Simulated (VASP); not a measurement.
Band structure of ZnS (wurtzite). All values below come from revPBE GGA, VASP's PBE PAW potentials (set 64) (plane waves; VASP).

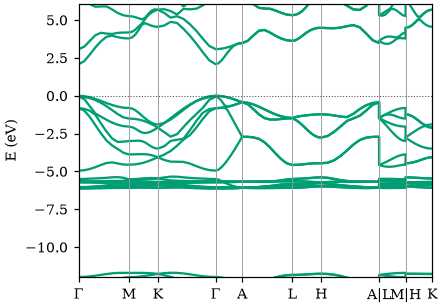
Figure: Bands along high-symmetry lines, zero at the valence-band maximum or, without a gap, the Fermi level

Read the plot: is there a gap, and where are the band edges?

The gap is direct, 2.09 eV, from the valence maximum at Γ to the conduction minimum at Γ. (Edges off the drawn lines would not show.)

Measured: gap 3.91 eV (computed value off by -1.82 eV), as given by Mehmet Aras et al., The Journal of Chemical Physics (2014), arXiv:1312.4272.

The compound is ZnS in the wurtzite structure, the high-temperature form. It was relaxed first.
